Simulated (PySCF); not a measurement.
# 1,1-difluoroethane (C₂H₄F₂): electronic excitations at several levels of theory, part 2 of 2

PySCF 2.14.0. Atoms count from 0. Earlier steps stand in the parts before.

### Step 7. Excited states and response: PBE0/aug-cc-pVDZ

The job: settings as JSON, then the geometry in Å.

```
{"job": {"kind": "uv", "xc": "PBE0", "basis": "aug-cc-pVDZ"}, "charge": 0, "multiplicity": 1}
C     -0.678073    -0.125410    -0.364699
C      0.607089     0.081699     0.381244
F      1.615909    -0.578550    -0.235089
F      0.932576     1.395974     0.399670
H     -0.562376     0.245399    -1.393090
H     -0.930766    -1.194144    -0.394760
H     -1.494934     0.422042     0.124929
H      0.565267    -0.269638     1.428400
```

With the program's defaults for keys left out, this is: TDDFT PBE0/aug-cc-pVDZ, vertical, gas phase, core orbitals frozen in the response.

The program printed:

```text
coarse grid: 6824 points
cycle   1  E = -277.9912369714  dE =  3.839e-01  |g| = 6.103e-01  |ddm| = 5.221e+00
cycle   2  E = -277.9376279105  dE =  5.361e-02  |g| = 8.568e-01  |ddm| = 1.752e+00
cycle   3  E = -278.0569677380  dE = -1.193e-01  |g| = 5.821e-02  |ddm| = 9.988e-01
cycle   4  E = -278.0575719518  dE = -6.042e-04  |g| = 2.107e-02  |ddm| = 1.213e-01
cycle   5  E = -278.0576759512  dE = -1.040e-04  |g| = 2.382e-03  |ddm| = 3.838e-02
cycle   6  E = -278.0576771553  dE = -1.204e-06  |g| = 2.651e-04  |ddm| = 4.401e-03
final grid: 67112 points
cycle   7  E = -278.0615507801  dE = -2.168e-05  |g| = 6.673e-03  |ddm| = 8.249e-02
cycle   8  E = -278.0615445456  dE =  6.234e-06  |g| = 9.093e-03  |ddm| = 2.363e-02
cycle   9  E = -278.0615602251  dE = -1.568e-05  |g| = 6.913e-04  |ddm| = 1.188e-02
cycle  10  E = -278.0615603172  dE = -9.208e-08  |g| = 1.602e-04  |ddm| = 1.252e-03
cycle  11  E = -278.0615603218  dE = -4.594e-09  |g| = 2.067e-05  |ddm| = 2.389e-04
cycle  12  E = -278.0615603219  dE = -7.475e-11  |g| = 8.904e-06  |ddm| = 5.067e-05
converged SCF energy = -278.0615603219

Static polarisability (au): isotropic 29.505, principal 28.376 29.356 30.782

Singlet excitations
state   eV       nm        f      main configurations
  1   8.5432    145.1   0.01418   H->L 0.95
  2   9.1021    136.2   0.08746   H->L+1 0.94
  3   9.4763    130.8   0.00911   H->L+2 0.94
  4   9.6137    129.0   0.02176   H->L+3 0.93
  5   9.9545    124.6   0.02459   H-1->L 0.94
  6  10.0611    123.2   0.05216   H-2->L 0.95
  7  10.0657    123.2   0.00027   H->L+5 0.88
  8  10.2054    121.5   0.00297   H->L+4 0.87
  9  10.5471    117.6   0.03474   H-1->L+1 0.78, H-3->L 0.18
 10  10.5621    117.4   0.01409   H->L+6 0.96

Triplet excitations (Tamm-Dancoff, eV): 8.3076 8.9007 9.3989 9.5204
```

It took 8.6 s on 1 thread of Arm Neoverse V1, shared host; peak memory 0.55 GiB.

Key values: HOMO -9.63 eV, LUMO -0.03 eV; lowest singlet 8.54 eV.

### Step 8. Excited states and response: PBE0/aug-cc-pVTZ

The job, as its differences from that of step 7:

```diff
@@ -1,2 +1,2 @@
-{"job": {"kind": "uv", "xc": "PBE0", "basis": "aug-cc-pVDZ"}, "charge": 0, "multiplicity": 1}
+{"job": {"kind": "uv", "xc": "PBE0", "basis": "aug-cc-pVTZ"}, "charge": 0, "multiplicity": 1}
 C     -0.678073    -0.125410    -0.364699
```

Level: TDDFT PBE0/aug-cc-pVTZ, vertical, gas phase, core orbitals frozen in the response.

The program printed:

```text
coarse grid: 6824 points
cycle   1  E = -278.0637868997  dE =  3.687e-01  |g| = 6.696e-01  |ddm| = 5.255e+00
cycle   2  E = -277.9995008517  dE =  6.429e-02  |g| = 9.658e-01  |ddm| = 1.707e+00
cycle   3  E = -278.1357638513  dE = -1.363e-01  |g| = 6.161e-02  |ddm| = 9.498e-01
cycle   4  E = -278.1363649912  dE = -6.011e-04  |g| = 2.739e-02  |ddm| = 1.317e-01
cycle   5  E = -278.1365258989  dE = -1.609e-04  |g| = 2.871e-03  |ddm| = 4.544e-02
cycle   6  E = -278.1365274064  dE = -1.507e-06  |g| = 3.934e-04  |ddm| = 4.488e-03
final grid: 67112 points
cycle   7  E = -278.1358402538  dE = -6.456e-05  |g| = 6.609e-03  |ddm| = 1.949e-01
cycle   8  E = -278.1358349072  dE =  5.347e-06  |g| = 8.852e-03  |ddm| = 2.123e-02
cycle   9  E = -278.1358486317  dE = -1.372e-05  |g| = 7.762e-04  |ddm| = 1.065e-02
cycle  10  E = -278.1358487161  dE = -8.437e-08  |g| = 2.598e-04  |ddm| = 1.355e-03
cycle  11  E = -278.1358487282  dE = -1.211e-08  |g| = 2.882e-05  |ddm| = 3.914e-04
cycle  12  E = -278.1358487283  dE = -1.402e-10  |g| = 9.271e-06  |ddm| = 5.703e-05
converged SCF energy = -278.1358487283

Static polarisability (au): isotropic 29.804, principal 28.713 29.586 31.113

Singlet excitations
state   eV       nm        f      main configurations
  1   8.5385    145.2   0.01346   H->L 0.94
  2   9.0769    136.6   0.08280   H->L+1 0.94
  3   9.4144    131.7   0.00863   H->L+2 0.94
  4   9.5203    130.2   0.01826   H->L+3 0.93
  5   9.9603    124.5   0.02361   H-1->L 0.89
  6  10.0293    123.6   0.00002   H->L+5 0.82
  7  10.0545    123.3   0.04700   H-2->L 0.88, H->L+4 0.08
  8  10.1312    122.4   0.00584   H->L+4 0.79, H-2->L 0.09
  9  10.3967    119.3   0.01186   H->L+6 0.94
 10  10.5384    117.6   0.03041   H-1->L+1 0.80, H-3->L 0.15

Triplet excitations (Tamm-Dancoff, eV): 8.3094 8.8845 9.3483 9.4395
```

Wall time 25 s (1 thread of Arm Neoverse V1, shared host); peak memory 0.85 GiB.

This run: HOMO -9.64 eV, LUMO -0.06 eV; lowest singlet 8.54 eV.

### Step 9. Excited states and response: PBE0/def2-TZVPD

The job, as its differences from that of step 8:

```diff
@@ -1,2 +1,2 @@
-{"job": {"kind": "uv", "xc": "PBE0", "basis": "aug-cc-pVTZ"}, "charge": 0, "multiplicity": 1}
+{"job": {"kind": "uv", "xc": "PBE0", "basis": "def2-TZVPD"}, "charge": 0, "multiplicity": 1}
 C     -0.678073    -0.125410    -0.364699
```

Level: TDDFT PBE0/def2-TZVPD, vertical, gas phase, core orbitals frozen in the response.

The program printed:

```text
coarse grid: 6824 points
cycle   1  E = -278.0685505978  dE =  3.719e-01  |g| = 6.753e-01  |ddm| = 2.153e+00
cycle   2  E = -278.0015898898  dE =  6.696e-02  |g| = 9.744e-01  |ddm| = 8.541e-01
cycle   3  E = -278.1419612944  dE = -1.404e-01  |g| = 6.201e-02  |ddm| = 4.302e-01
cycle   4  E = -278.1425747294  dE = -6.134e-04  |g| = 2.733e-02  |ddm| = 5.758e-02
cycle   5  E = -278.1427376190  dE = -1.629e-04  |g| = 2.844e-03  |ddm| = 2.125e-02
cycle   6  E = -278.1427391266  dE = -1.508e-06  |g| = 3.842e-04  |ddm| = 2.665e-03
final grid: 67112 points
cycle   7  E = -278.1460543832  dE = -5.721e-05  |g| = 5.534e-03  |ddm| = 1.146e-01
cycle   8  E = -278.1460514964  dE =  2.887e-06  |g| = 6.945e-03  |ddm| = 8.496e-03
cycle   9  E = -278.1460607913  dE = -9.295e-06  |g| = 7.951e-04  |ddm| = 4.018e-03
cycle  10  E = -278.1460608734  dE = -8.217e-08  |g| = 2.549e-04  |ddm| = 6.042e-04
cycle  11  E = -278.1460608841  dE = -1.065e-08  |g| = 2.671e-05  |ddm| = 1.778e-04
cycle  12  E = -278.1460608842  dE = -1.193e-10  |g| = 9.425e-06  |ddm| = 3.335e-05
converged SCF energy = -278.1460608842

Static polarisability (au): isotropic 29.706, principal 28.620 29.510 30.988

Singlet excitations
state   eV       nm        f      main configurations
  1   8.8428    140.2   0.01383   H->L 0.95
  2   9.5415    129.9   0.10496   H->L+1 0.95
  3   9.9787    124.2   0.00316   H->L+3 0.87
  4  10.0727    123.1   0.04596   H->L+2 0.96
  5  10.2637    120.8   0.02548   H-1->L 0.96
  6  10.3710    119.5   0.07881   H-2->L 0.97
  7  10.5034    118.0   0.01102   H->L+4 0.86, H->L+3 0.09
  8  10.7236    115.6   0.00819   H->L+5 0.95
  9  10.9003    113.7   0.09671   H-3->L 0.66, H-1->L+1 0.28
 10  11.0225    112.5   0.05531   H-4->L 0.52, H-2->L+1 0.43

Triplet excitations (Tamm-Dancoff, eV): 8.5506 9.2470 9.6854 9.8104
```

It took 14 s on 1 thread of Arm Neoverse V1, shared host; peak memory 0.74 GiB.

Key values: HOMO -9.64 eV, LUMO 0.39 eV; lowest singlet 8.84 eV.

### Step 10. Ultraviolet spectrum: PBE0/6-31+G*

The job, as its differences from that of step 9:

```diff
@@ -1,2 +1,2 @@
-{"job": {"kind": "uv", "xc": "PBE0", "basis": "def2-TZVPD"}, "charge": 0, "multiplicity": 1}
+{"job": {"kind": "uv", "xc": "PBE0", "basis": "6-31+G*"}, "charge": 0, "multiplicity": 1}
 C     -0.678073    -0.125410    -0.364699
```

Level: TDDFT PBE0/6-31+G*, vertical, gas phase, core orbitals frozen in the response.

The program printed:

```text
coarse grid: 6824 points
cycle   1  E = -277.9749723061  dE =  3.733e-01  |g| = 5.936e-01  |ddm| = 2.304e+00
cycle   2  E = -277.9267124331  dE =  4.826e-02  |g| = 8.265e-01  |ddm| = 8.917e-01
cycle   3  E = -278.0389776233  dE = -1.123e-01  |g| = 5.638e-02  |ddm| = 4.965e-01
cycle   4  E = -278.0395541445  dE = -5.765e-04  |g| = 2.041e-02  |ddm| = 5.187e-02
cycle   5  E = -278.0396521559  dE = -9.801e-05  |g| = 1.899e-03  |ddm| = 1.835e-02
cycle   6  E = -278.0396529653  dE = -8.095e-07  |g| = 2.002e-04  |ddm| = 1.860e-03
final grid: 67112 points
cycle   7  E = -278.0350874306  dE = -1.751e-05  |g| = 7.325e-03  |ddm| = 1.867e-02
cycle   8  E = -278.0350794196  dE =  8.011e-06  |g| = 1.018e-02  |ddm| = 1.163e-02
cycle   9  E = -278.0350984602  dE = -1.904e-05  |g| = 6.617e-04  |ddm| = 6.321e-03
cycle  10  E = -278.0350985519  dE = -9.166e-08  |g| = 1.300e-04  |ddm| = 5.716e-04
cycle  11  E = -278.0350985549  dE = -3.027e-09  |g| = 2.141e-05  |ddm| = 1.036e-04
cycle  12  E = -278.0350985550  dE = -8.606e-11  |g| = 9.148e-06  |ddm| = 2.713e-05
converged SCF energy = -278.0350985550

Static polarisability (au): isotropic 26.506, principal 25.834 26.597 27.087

Singlet excitations
state   eV       nm        f      main configurations
  1   9.0019    137.7   0.02324   H->L 0.92
  2   9.5572    129.7   0.10825   H->L+1 0.92
  3   9.9220    125.0   0.00633   H->L+2 0.88, H->L+4 0.09
  4   9.9971    124.0   0.03738   H->L+3 0.97
  5  10.4168    119.0   0.01354   H-1->L 0.89
  6  10.4270    118.9   0.02437   H->L+4 0.78, H->L+2 0.10
  7  10.5451    117.6   0.06800   H-2->L 0.97
  8  10.7319    115.5   0.01286   H->L+5 0.96
  9  10.9463    113.3   0.04463   H-1->L+1 0.80, H-3->L 0.16
 10  10.9543    113.2   0.00198   H->L+6 0.94

Triplet excitations (Tamm-Dancoff, eV): 8.6767 9.3166 9.6937 9.8170
```

It took 4.9 s on 1 thread of Arm Neoverse V1, shared host; peak memory 0.45 GiB.

Key values: HOMO -9.69 eV, LUMO 0.55 eV; lowest singlet 9.00 eV.

### Step 11. Side by side: electronic excitations

Excitations and ground-state properties, with basis size and wall time:

```tsv
run	lowest singlet (eV)	brightest (eV)	f	gap (eV)	α (Å³)	μ (D)	functions	time
wB97X-D/def2-SVPD	9.66	11.24	0.134	14.11	4.29	2.27	118	15 s
LC-wPBE/def2-SVPD	9.86	11.52	0.181	14.98	4.24	2.29	118	20 s
PBE0/6-31G*	11.00	12.27	0.088	12.44	3.43	1.91	64	3.8 s
PBE0/def2-SVP	10.20	10.89	0.190	11.53	3.43	2.07	76	4.5 s
PBE0/def2-TZVP	9.76	10.45	0.172	11.07	4.03	2.13	148	10 s
PBE0/aug-cc-pVDZ	8.54	9.10	0.087	9.61	4.37	2.19	128	8.6 s
PBE0/aug-cc-pVTZ	8.54	9.08	0.083	9.58	4.42	2.18	276	25 s
PBE0/def2-TZVPD	8.84	9.54	0.105	10.04	4.40	2.18	190	14 s
PBE0/6-31+G*	9.00	9.56	0.108	10.24	3.93	2.29	80	4.9 s
```

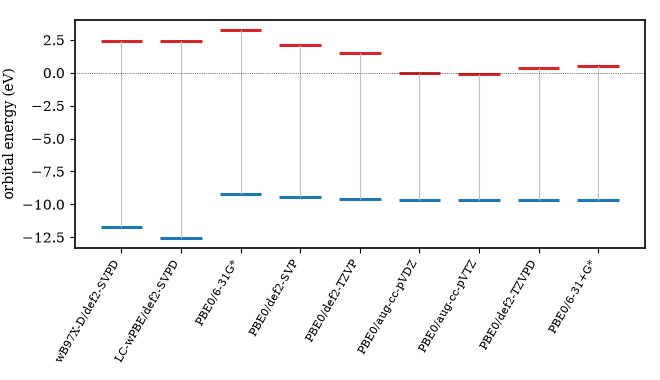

HOMO (blue) and LUMO (red) run by run.

### Step 12. Summary of results

What follows sums up all 2 parts.

| quantity | value |
| --- | --- |
| lowest singlet (wB97X-D/def2-SVPD) | 9.66 eV (128 nm), f = 0.018 |
| brightest single state of those computed | state 6, 11.24 eV, f = 0.134 |
| lowest triplet | 9.39 eV |
| vertical ionisation energy (ΔSCF) | 12.47 eV |
| range of the lowest singlet | 8.54 to 11.00 eV |

In words: Single values in the summary come from the first sound run of each kind (wB97X-D/def2-SVPD), which need not be the best level. The lowest singlet, at 9.66 eV, is HOMO→LUMO 0.86, HOMO→LUMO+1 0.10 and is weak; of the 10 states computed, the strongest absorption comes from state 6 at 11.24 eV. The lowest triplet lies 0.27 eV below the lowest singlet (triplets in Tamm-Dancoff, singlets in full TDDFT). ΔSCF puts the ionisation energy at 12.47 eV, 0.76 eV above −ε(HOMO). The lowest singlet runs from 8.54 eV (PBE0/aug-cc-pVTZ) to 11.00 eV (PBE0/6-31G*), while the orbital gap spans 9.58 to 14.98 eV. The lowest state need not be the same one in every run. The runs solved for a few states only, so the brightest column depends on that window.
